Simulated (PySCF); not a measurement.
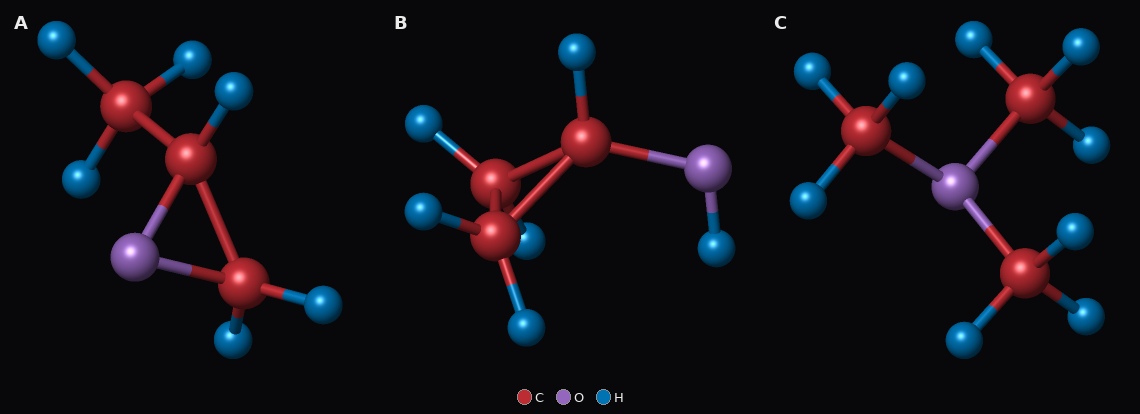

Figure made from data computed with PySCF.

Q: Match each picture to its SMILES.
(1) OC1CC1
(2) C[O+](C)C
(3) C[C@@H]1CO1

A: A is (3), B is (1), C is (2).
